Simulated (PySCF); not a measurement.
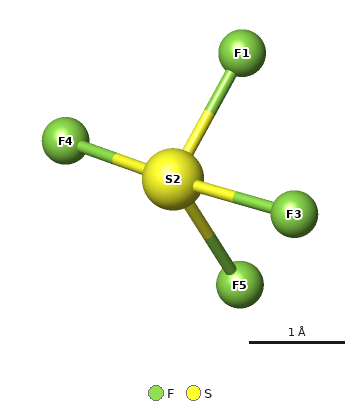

Figure 1. The structure as given in the input (ball-and-stick view, seen at a tilt; atoms are numbered from 1 in the order of the input).

Run report: SF4, single-point calculation

System: SF4.
Method: B2PLYP/6-311+G**, RKS (PySCF 2.14.0).

A bond length was changed on purpose from its optimised value.

**The program's output**
```
converged SCF energy = -796.850953109163
E(RMP2) = -798.087806821111  E_corr = -1.23685371194806
E(SCS-RMP2) = -798.038659258634  E_corr = -1.18770614947117
PT2 part  -0.33395050
Final energy -797.1849036113889
```

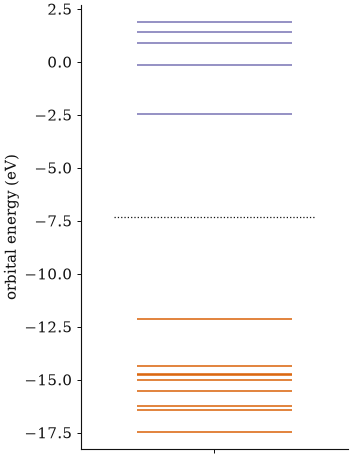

Figure 2. Orbital energies near the frontier; the dotted line parts filled from empty levels, and levels within 0.02 eV of each other stand side by side. Highest filled −12.14 eV, lowest empty −2.47 eV, 9.67 eV apart.

The run was set up as follows.

**Input (input.py)**
```python
from pyscf import gto, dft, mp

mol = gto.M(
    atom=[
    ('F', (-0.611700, -0.450345, 1.220825)),
    ('S', (0.013500, -0.579745, -0.194975)),
    ('F', (1.486200, -0.684345, 0.539425)),
    ('F', (-1.490600, -0.299645, -0.810175)),
    ('F', (0.400600, 1.124600, -0.563100)),
],
    basis='6-311+g**',
    verbose=3,
    charge=0,
    max_memory=1860,
)

mf = dft.RKS(mol)
mf.xc = '0.53*HF + 0.47*B88, 0.73*LYP'
mf.conv_tol = 1e-10
mf.grids.level = 5
mf.kernel()
if not mf.converged:
    mf = mf.newton().run(mf.mo_coeff, mf.mo_occ)

pt = mp.MP2(mf, frozen=9).run()
e_final = mf.e_tot + 0.27 * pt.e_corr
print('PT2 part  %.8f' % (0.27 * pt.e_corr))
print('Final energy', e_final)
```

Launched with:
```bash
OMP_NUM_THREADS=1 python input.py
```

**Summary**

```csv
quantity,value
outcome,converged
total energy,−797.184904 hartree
SCF energy,−796.850953 hartree
basis functions,118
HOMO,−12.14 eV
LUMO,−2.47 eV
dipole moment,1.86 D
hardware,"1 thread of Intel Xeon @ 2.70GHz, 189 GiB of memory available, shared host"
wall time,26 s
peak memory,0.65 GiB
```
